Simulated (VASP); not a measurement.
# A VASP study of Na2Sb (SCAN): structure first, properties next, part 5 of 5

Aim: relax Na2Sb, then compute properties on the relaxed cell. The cell is generated by rule, not measured, and may not be a known phase. Left out of this account: 1 further run (phonons: its modes failed a check).

VASP 6.6.1; SCAN; plane waves and PAW (Na_pv, Sb); invented cell.

Still holding for the runs below: This run has no spin polarisation. Its electron count is odd, so without a moment it is a metal by construction. The k-mesh is coarse for a metal.

So far. Step 18 (Volume scan with SCAN, volume scale 0.98 (run 2)): The run ends at a pressure of 0.48 GPa.

## Step 19: Volume scan with SCAN, volume scale 1 (run 2)

INCAR

```
SYSTEM = Na2Sb
PREC = Accurate
ENCUT = 400
EDIFF = 1E-06
NELM = 100
ISMEAR = 1
SIGMA = 0.2
LREAL = .FALSE.
ALGO = Normal
METAGGA = SCAN
LASPH = .TRUE.
NBANDS = 15
LORBIT = 11
LWAVE = .FALSE.
LCHARG = .FALSE.
ISIF = 2
```

POSCAR

```
Na2Sb
1.0
    5.1376339365      0.0000000000      0.0000000000
   -2.5688169682      4.4493215050      0.0000000000
    0.0000000000      0.0000000000      3.2440408016
Na Sb
2 1
Direct
    0.3333333300      0.6666666700      0.0000000000
    0.6666666700      0.3333333300      0.0000000000
    0.0000000000      0.0000000000      0.5000000000
```

KPOINTS

```
Automatic mesh
0
Gamma
5 5 6
0 0 0
```

Potentials, in the order of the species: Na_pv and Sb (PBE family, release 64).

Started as:

```bash
$ mpirun -np 1 vasp_std
```

The program printed:

```text
[... set-up lines as in an earlier step ...]
 entering main loop
       N       E                     dE             d eps       ncg     rms          rms(c)
[... 12 cycles as in an earlier step ...]
   1 F= -.47016865E+02 E0= -.47016886E+02  d E =0.652893E-04
```

Elapsed: 45 s, on 1 MPI rank of Intel Xeon Platinum 8488C (Sapphire Rapids), shared host; peak memory 0.17 GiB.

From OUTCAR (step 19):

```text
[... 6 parts as in an earlier step ...]

[... 1 further part left out ...]
[key lines of the parts left out:]
E-fermi :   4.2883
```

The pressure falls from 0.48 to -0.06 GPa, so it vanishes between these two volumes.

## Step 20: Volume scan with SCAN, volume scale 1.02 (run 2)

INCAR is that of step 19.

POSCAR

```
Na2Sb
1.0
    5.1716589939      0.0000000000      0.0000000000
   -2.5858294969      4.4787880691      0.0000000000
    0.0000000000      0.0000000000      3.2655251416
Na Sb
2 1
Direct
    0.3333333300      0.6666666700      0.0000000000
    0.6666666700      0.3333333300      0.0000000000
    0.0000000000      0.0000000000      0.5000000000
```

KPOINTS is that of step 19.

Started as:

```bash
$ mpirun -np 1 vasp_std
```

The program printed:

```text
[... set-up lines as in an earlier step ...]
 entering main loop
       N       E                     dE             d eps       ncg     rms          rms(c)
[... 16 cycles as in an earlier step ...]
   1 F= -.47013764E+02 E0= -.47013812E+02  d E =0.143926E-03
```

Elapsed: 53 s, on 1 MPI rank; peak memory 0.18 GiB.

Parts of OUTCAR (step 20):

```text
[... 6 parts as in an earlier step ...]

[... 1 further part left out ...]
[key lines of the parts left out:]
E-fermi :   4.1256
```

The pressure falls from -0.06 to -0.76 GPa.

The run ends at a pressure of -0.76 GPa.

## Step 21: Volume scan with SCAN, volume scale 1.04 (run 2)

INCAR is that of step 20.

POSCAR

```
Na2Sb
1.0
    5.2052421362      0.0000000000      0.0000000000
   -2.6026210680      4.5078719234      0.0000000000
    0.0000000000      0.0000000000      3.2867304445
Na Sb
2 1
Direct
    0.3333333300      0.6666666700      0.0000000000
    0.6666666700      0.3333333300      0.0000000000
    0.0000000000      0.0000000000      0.5000000000
```

KPOINTS is that of step 20.

Started as:

```bash
$ mpirun -np 1 vasp_std
```

The program printed:

```text
[... set-up lines as in an earlier step ...]
 entering main loop
       N       E                     dE             d eps       ncg     rms          rms(c)
[... 16 cycles as in an earlier step ...]
   1 F= -.47005399E+02 E0= -.47005476E+02  d E =0.231371E-03
```

Wall time 75 s (1 MPI rank); peak memory 0.18 GiB.

Parts of OUTCAR (step 21):

```text
[... 6 parts as in an earlier step ...]

[... 1 further part left out ...]
[key lines of the parts left out:]
E-fermi :   3.9706
```

The pressure falls from -0.76 to -1.30 GPa.

The run ends at a pressure of -1.30 GPa.

## Step 22: Volume scan with SCAN, volume scale 1.06 (run 2)

INCAR is that of step 21.

POSCAR

```
Na2Sb
1.0
    5.2383974386      0.0000000000      0.0000000000
   -2.6191987192      4.5365852576      0.0000000000
    0.0000000000      0.0000000000      3.3076655978
Na Sb
2 1
Direct
    0.3333333300      0.6666666700      0.0000000000
    0.6666666700      0.3333333300      0.0000000000
    0.0000000000      0.0000000000      0.5000000000
```

KPOINTS is that of step 21.

Started as:

```bash
$ mpirun -np 1 vasp_std
```

The program printed:

```text
[... set-up lines as in an earlier step ...]
 entering main loop
       N       E                     dE             d eps       ncg     rms          rms(c)
[... 15 cycles as in an earlier step ...]
   1 F= -.46992244E+02 E0= -.46992348E+02  d E =0.312509E-03
```

It took 48 s on 1 MPI rank; peak memory 0.18 GiB.

From OUTCAR (step 22):

```text
[... 6 parts as in an earlier step ...]

[... 1 further part left out ...]
[key lines of the parts left out:]
E-fermi :   3.8217
```

The pressure falls from -1.30 to -1.73 GPa.

The run ends at a pressure of -1.73 GPa.

## Step 23: Side by side

Times are for 1 MPI rank of Intel Xeon Platinum 8488C (Sapphire Rapids), shared host. Results by setting:

```csv
no.,volume scale,energy above the lowest point (meV/atom),pressure (GPa),time,memory (GiB)
1,0.94,9.68,2.084,71 s,0.17
2,0.94,9.68,2.084,46 s,0.18
3,0.96,3.83,1.272,76 s,0.17
4,0.96,3.83,1.272,80 s,0.17
5,0.98,1.36,0.4780,73 s,0.17
6,0.98,1.36,0.4780,75 s,0.17
7,1,0,-0.05847,39 s,0.17
8,1,0,-0.05847,45 s,0.17
9,1.02,1.02,-0.7553,67 s,0.18
10,1.02,1.02,-0.7553,53 s,0.18
11,1.04,3.8,-1.298,75 s,0.18
12,1.04,3.8,-1.298,75 s,0.18
13,1.06,8.18,-1.726,85 s,0.17
14,1.06,8.18,-1.726,48 s,0.18
```

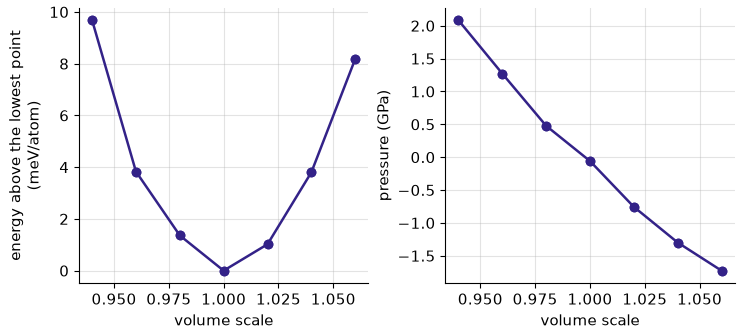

The series as plots.

## Step 24: Fit for SCAN

This step: Birch-Murnaghan fit, SCAN; plane waves and PAW; invented cell (VASP 6.6.1).

This step runs nothing: it gathers the runs above.

Table of energy above the fitted minimum by volume:

```csv
volume (Å³/atom),energy above the fitted minimum (eV/atom)
23.24,0.00960
23.73,0.00375
24.22,0.00128
24.72,-7.9e-5
25.21,9.5e-4
25.71,0.00372
26.20,0.00810
```

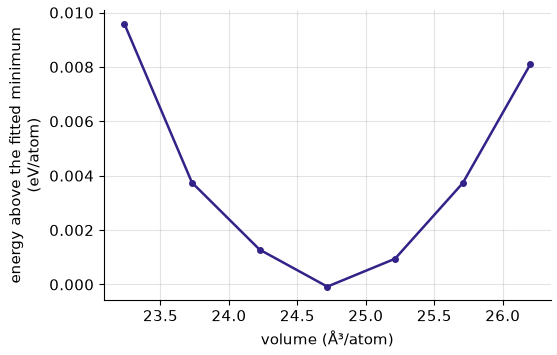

Energy above the fitted minimum against volume.

The fitted volume lies -0.05 % from the relaxed one.

## Step 25: Electric field gradients (SCAN)

This step: SCAN; plane waves and PAW (Na_pv, Sb); invented cell (VASP 6.6.1).

Field gradients probe how far the charge around each nucleus departs from cubic symmetry; LASPH keeps the non-spherical terms inside the spheres.

Edit INCAR of step 22 so:

```diff
@@ -3,3 +3,3 @@
 ENCUT = 400
-EDIFF = 1E-06
+EDIFF = 1E-07
 NELM = 100
@@ -15,2 +15,2 @@
 LCHARG = .FALSE.
-ISIF = 2
+LEFG = .TRUE.
```

POSCAR

```
Na2Sb
1.0
    5.1376339365      0.0000000000      0.0000000000
   -2.5688169682      4.4493215050      0.0000000000
    0.0000000000      0.0000000000      3.2440408016
Na Sb
2 1
Direct
    0.3333333300      0.6666666700      0.0000000000
    0.6666666700      0.3333333300      0.0000000000
    0.0000000000      0.0000000000      0.5000000000
```

KPOINTS is that of step 22.

Started as:

```bash
$ mpirun -np 1 vasp_std
```

The program printed:

```text
[... set-up lines as in an earlier step ...]
 entering main loop
       N       E                     dE             d eps       ncg     rms          rms(c)
[... 11 cycles as in an earlier step ...]
DAV:  12    -0.470168645369E+02   -0.26684E-06   -0.28688E-06   754   0.146E-02    0.344E-03
DAV:  13    -0.470168599065E+02    0.46305E-05   -0.12190E-06   705   0.111E-02    0.655E-04
DAV:  14    -0.470168599743E+02   -0.67799E-07   -0.14689E-07   698   0.438E-03
ion   1
     0.0000000     0.0000000    -0.0000000     0.0487823     0.0000000    -0.0000000
     0.0000330     0.0000000    -0.0000000     0.0487823     0.0000000    -0.0000000
     0.0000455     0.0000000    -0.0000000     0.0487823     0.0000000    -0.0000000
     0.0000627     0.0000000    -0.0000000     0.0487823     0.0000000    -0.0000000
     0.0000863     0.0000000    -0.0000000     0.0487823     0.0000000    -0.0000000

     0.0000000     0.0000000    -0.0000000     2.0262286     0.0000000    -0.0000005
     0.0000330     0.0000000    -0.0000000     2.0262270     0.0000000    -0.0000005
     0.0000455     0.0000000    -0.0000000     2.0262259     0.0000000    -0.0000005
     0.0000627     0.0000000    -0.0000000     2.0262242     0.0000000    -0.0000005
     0.0000863     0.0000000    -0.0000000     2.0262214     0.0000000    -0.0000005

ion   2
     0.0000000     0.0000000    -0.0000000     0.0487823     0.0000000    -0.0000000
     0.0000330     0.0000000    -0.0000000     0.0487823     0.0000000    -0.0000000
     0.0000455     0.0000000    -0.0000000     0.0487823     0.0000000    -0.0000000
     0.0000627     0.0000000    -0.0000000     0.0487823     0.0000000    -0.0000000
     0.0000863     0.0000000    -0.0000000     0.0487823     0.0000000    -0.0000000

     0.0000000     0.0000000    -0.0000000     2.0262286     0.0000000    -0.0000005
     0.0000330     0.0000000    -0.0000000     2.0262270     0.0000000    -0.0000005
     0.0000455     0.0000000    -0.0000000     2.0262259     0.0000000    -0.0000005
     0.0000627     0.0000000    -0.0000000     2.0262242     0.0000000    -0.0000005
     0.0000863     0.0000000    -0.0000000     2.0262214     0.0000000    -0.0000005

ion   3
     0.0000000     0.0000000     0.0000000    -1.6716153     0.0000000    -0.0000000
     0.0000576     0.0000000     0.0000000    -1.6716153     0.0000000    -0.0000000
     0.0000793     0.0000000     0.0000000    -1.6716153     0.0000000    -0.0000000
     0.0001092     0.0000000     0.0000000    -1.6716153     0.0000000    -0.0000000
     0.0001504     0.0000000     0.0000000    -1.6716154     0.0000000    -0.0000000

     0.0000000     0.0000000     0.0000000  -383.3392595     0.0000000    -0.0000003
     0.0000576     0.0000000     0.0000000  -383.2595971     0.0000000    -0.0000003
     0.0000793     0.0000000     0.0000000  -383.2174844     0.0000000    -0.0000003
     0.0001092     0.0000000     0.0000000  -383.1506451     0.0000000    -0.0000003
     0.0001504     0.0000000     0.0000000  -383.0450096     0.0000000    -0.0000003

   1 F= -.47016860E+02 E0= -.47016882E+02  d E =0.652474E-04
```

Run time: 50 s. Hardware: 1 MPI rank; peak memory 0.17 GiB.

From OUTCAR (step 25):

```text
   NELECT =      19.0000    total number of electrons

 E-fermi :   4.2883

 k-point     1 :       0.0000    0.0000    0.0000
  band No.  band energies     occupation
    ...
      6     -22.0989      2.00000
      7      -6.5056      2.00000
      8       2.0660      2.00000
      9       2.0660      2.00000
     10       4.2778      1.08901
     11       6.7983     -0.00000
     12       6.7988     -0.00000
     13       8.2830     -0.00000
     14       9.2731      0.00000
     15      11.6634      0.00000

  Total       -0.0175200     -0.0175200     -0.0170505     -0.0000000     -0.0000000      0.0000000
  in kB       -0.3785320     -0.3785320     -0.3683877     -0.0000000     -0.0000000      0.0000000
  external PRESSURE =      -0.3751506 kB  Pullay stress =       0.0000000 kB

 POSITION                                       TOTAL-FORCE (eV/Angst)
 -----------------------------------------------------------------------------------
     -0.00000      2.96621      0.00000        -0.000000      0.000000      0.000000
      2.56882      1.48311      0.00000         0.000000     -0.000000     -0.000000
      0.00000      0.00000      1.62202        -0.000000      0.000000      0.000000
 -----------------------------------------------------------------------------------
    total drift:                               -0.000000      0.000000      0.000000

  FREE ENERGIE OF THE ION-ELECTRON SYSTEM (eV)
  ---------------------------------------------------
  free  energy   TOTEN  =       -47.0168599743 eV

  energy  without entropy=      -47.0169252217  energy(sigma->0) =      -47.01688172

 Electric field gradients after diagonalization (V/A^2)
 (convention: |V_zz| > |V_xx| > |V_yy|)
----------------------------------------------------------------------
 ion       V_xx      V_yy      V_zz     asymmetry (V_yy - V_xx)/ V_zz
----------------------------------------------------------------------
   1       1.384     1.380    -2.764       0.001
   2       1.384     1.380    -2.764       0.001
   3    -241.522  -241.521   483.043       0.000
----------------------------------------------------------------------

[... 12 parts as in an earlier step ...]

[... 5 further parts left out ...]
```

Numbers from this step:

| Item | Value |
| --- | --- |
| SCF cycles | 14 |
| free energy (TOTEN) | -47.02 eV |
| Fermi energy | 4.288 eV |
| pressure | -0.03752 GPa |

Electric field gradients, by row:

```csv
atom,Vxx (V/Å²),Vyy (V/Å²),Vzz (V/Å²),asymmetry
Na1,1.384,1.38,-2.764,0.001
Na2,1.384,1.38,-2.764,0.001
Sb3,-241.5,-241.5,483,0
```

The largest gradient, 483.04 V/Å², sits on Sb3; times the quadrupole moment of a nucleus that has one, it gives the coupling that NMR and NQR see.

## Step 26: Ionic relaxation at fixed cell (SCAN), changed input

This run is made with a changed input; what comes of it follows.

INCAR

```
SYSTEM = Na2Sb
PREC = Low
ENCUT = 220
EDIFF = 1E-06
NELM = 55
ISMEAR = 1
SIGMA = 0.2
LREAL = .FALSE.
ALGO = Normal
METAGGA = SCAN
LASPH = .TRUE.
NBANDS = 15
LORBIT = 11
LWAVE = .FALSE.
LCHARG = .FALSE.
IBRION = 2
NSW = 30
ISIF = 2
EDIFFG = -0.01
```

POSCAR is that of step 25.

KPOINTS is that of step 25.

Started as:

```bash
$ mpirun -np 1 vasp_std
```

The program printed:

```text
[... set-up lines as in an earlier step ...]
 entering main loop
       N       E                     dE             d eps       ncg     rms          rms(c)
DAV:   1     0.445537137135E+02    0.44554E+02   -0.70097E+03   664   0.696E+02
DAV:   2    -0.451320574174E+02   -0.89686E+02   -0.88615E+02   712   0.234E+02
DAV:   3    -0.481859445793E+02   -0.30539E+01   -0.30461E+01   705   0.492E+01
DAV:   4    -0.482124309538E+02   -0.26486E-01   -0.26485E-01   726   0.471E+00
DAV:   5    -0.482130007475E+02   -0.56979E-03   -0.56979E-03   705   0.651E-01BRMIX: very serious problems
 the old and the new charge density differ
 old charge density:    19.00000 new   18.99943
    0.186E+00
DAV:   6    -0.469143459764E+02    0.12987E+01   -0.58417E-01   698   0.771E+00    0.130E+00
DAV:   7    -0.468995288296E+02    0.14817E-01   -0.14940E-01   600   0.267E+00    0.500E-01
DAV:   8    -0.469019447030E+02   -0.24159E-02   -0.11634E-02   691   0.741E-01    0.244E-01
DAV:   9    -0.469007343101E+02    0.12104E-02   -0.25769E-03   670   0.431E-01    0.373E-02
DAV:  10    -0.469003280619E+02    0.40625E-03   -0.83226E-05   740   0.798E-02    0.233E-02
DAV:  11    -0.469003166016E+02    0.11460E-04   -0.60007E-05   656   0.559E-02    0.730E-03
DAV:  12    -0.469003375104E+02   -0.20909E-04   -0.22381E-06   775   0.107E-02    0.686E-03
DAV:  13    -0.469003478942E+02   -0.10384E-04   -0.37345E-06   663   0.990E-03    0.597E-03
DAV:  14    -0.469003438080E+02    0.40863E-05   -0.39526E-07   464   0.312E-03    0.565E-03
DAV:  15    -0.469003402856E+02    0.35224E-05   -0.32150E-08   342   0.117E-03    0.566E-03
DAV:  16    -0.469003392591E+02    0.10265E-05   -0.24842E-08   328   0.892E-04    0.564E-03
DAV:  17    -0.469003401748E+02   -0.91568E-06   -0.22877E-09   328   0.304E-04
   1 F= -.46900340E+02 E0= -.46900380E+02  d E =-.469003E+02
 curvature:   0.00 expect dE= 0.000E+00 dE for cont linesearch  0.000E+00
 trial: gam= 0.00000 g(F)=  0.416E-38 g(S)=  0.000E+00 ort = 0.000E+00 (trialstep = 0.100E+01)
 search vector abs. value=  0.100E-09
 reached required accuracy - stopping structural energy minimisation
```

Wall time 39 s (1 MPI rank); peak memory 0.11 GiB.

OUTCAR, selected parts (step 26):

```text
   ENCUT  =  220.0 eV  16.17 Ry    4.02 a.u.   6.21  6.21  3.92*2*pi/ulx,y,z

   NELECT =      19.0000    total number of electrons

 E-fermi :   4.2691

 k-point     1 :       0.0000    0.0000    0.0000
  band No.  band energies     occupation
    ...
      6     -22.2147      2.00000
      7      -6.5232      2.00000
      8       2.0431      2.00000
      9       2.0557      2.00000
     10       4.2375      1.26406
     11       6.7763     -0.00000
     12       6.7839     -0.00000
     13       8.2648     -0.00000
     14       9.2100      0.00000
     15      11.6337      0.00000

  Total       -3.9140805     -3.9140805     -4.4362432     -0.0000000     -0.0000000      0.0000000
  in kB      -84.5662515    -84.5662515    -95.8479153     -0.0000000     -0.0000000      0.0000000
  external PRESSURE =     -88.3268061 kB  Pullay stress =       0.0000000 kB

 POSITION                                       TOTAL-FORCE (eV/Angst)
 -----------------------------------------------------------------------------------
     -0.00000      2.96621      0.00000         0.000000     -0.000000     -0.000000
      2.56882      1.48311      0.00000        -0.000000      0.000000      0.000000
      0.00000      0.00000      1.62202        -0.000000      0.000000      0.000000
 -----------------------------------------------------------------------------------
    total drift:                                0.000000      0.000000      0.000000

  FREE ENERGIE OF THE ION-ELECTRON SYSTEM (eV)
  ---------------------------------------------------
  free  energy   TOTEN  =       -46.9003401748 eV

  energy  without entropy=      -46.9004589398  energy(sigma->0) =      -46.90037976

[... 6 parts as in an earlier step ...]

[... 11 further parts left out ...]
```

CONTCAR:

```
Na2Sb
   1.00000000000000
     5.1376339365000003    0.0000000000000000    0.0000000000000000
    -2.5688169682000002    4.4493215050000003    0.0000000000000000
     0.0000000000000000    0.0000000000000000    3.2440408016000002
  Na              Sb
     2     1
Direct
     0.3333333300000021    0.6666666699999979    0.0000000000000000
     0.6666666699999979    0.3333333300000021    0.0000000000000000
     0.0000000000000000    0.0000000000000000    0.5000000000000000
```

Convergence was reached, but on settings outside the sound range, so the numbers are no properties of the crystal.

Against the sound run on this cell (electric field gradients (SCAN)) the energy at zero smearing moves by +38.8 meV an atom and the pressure by -8.80 GPa.

The fault in the input: cutoff too low (ENCUT = 220 and PREC = "Low"). Raise ENCUT.

## Step 27: Summary of results

- relaxed volume: 24.72 Å³/atom
- relaxed conventional cell a, b, c: 5.138, 5.138, 3.244 Å; angles 90.0, 90.0, 120.0°
- space group after relaxing, within 0.02 Å: P6/mmm (No. 191)
- band gap: none, a metal
- DOS at the Fermi level: 0.685 states/eV/cell
- bulk modulus from the fit: 31.5 GPa
- volume from the fit: 24.7 Å³/atom
- largest field gradient Vzz: 483.04 V/Å² on Sb3

With SCAN, Na2Sb relaxes to 24.72 Å³/atom in space group P6/mmm (held by the symmetry of the run), comes out as a metal and has a bulk modulus of 31.5 GPa at fixed shape and positions, an upper bound. Band structure (SCAN): Of the bands kept, 1 crosses the Fermi level on this path. Spin-orbit coupling is left out, and with elements this heavy it would split and shift bands near the Fermi level. The k-sampling is coarse for a metal, so the Fermi level, pressures and the shape of the cell carry errors. With an odd electron count and no spin the cell is a metal by construction. No search among competing phases was made. All values are for a static lattice at zero temperature.

[Lines on the potential files, build, host, timing and source positions are cut from VASP's logs without a mark.]

[Logs are printed without paths, hosts, clocks, repeated set-up lines and the standing remarks that a program may print on its own settings, such as how far it seeks lower states.]

[Hosts, paths, dates, database ids (printed as entryN), source tags and the programs' standing remarks are cut or masked in the printed files.]

[A measured line is paired with the nearest computed mode of its activity, which favours agreement.]
